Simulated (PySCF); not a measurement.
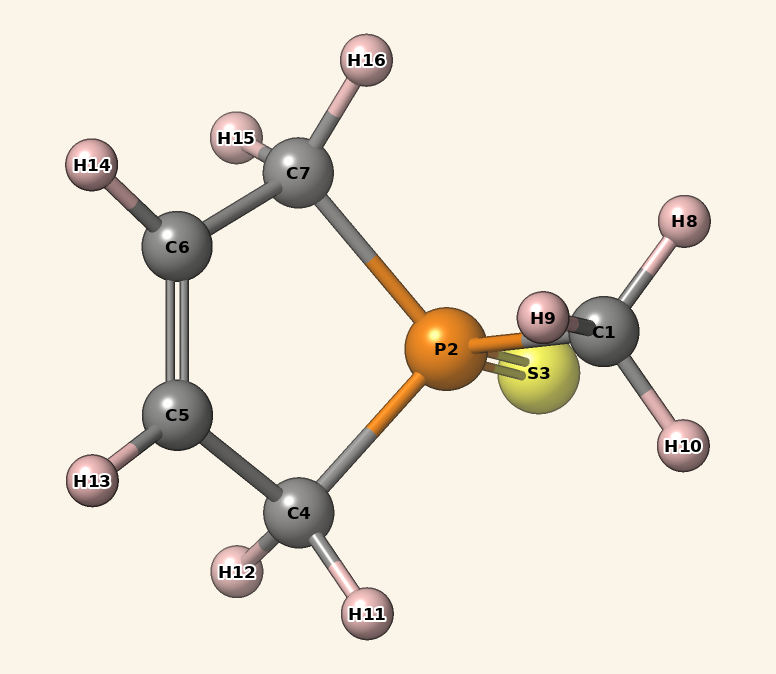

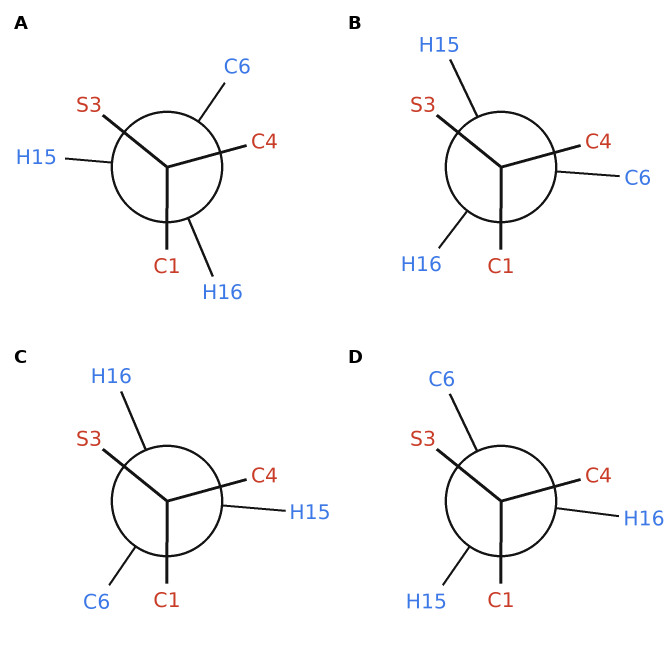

Depth is shown by fading: the farther an atom, the more it takes the colour of the background. Bonds that would overlap in a projection are set slightly apart. The computed structure is the end point of a PBE0-D3(BJ)/def2-SVP optimisation. No frequency run is at hand to confirm it as a minimum.

Q: Which Newman projection shows the view along P2–C7, with P2 in front?

A: B. The torsion angle S3–P2–C7–C6 is 146°, anticlinal.
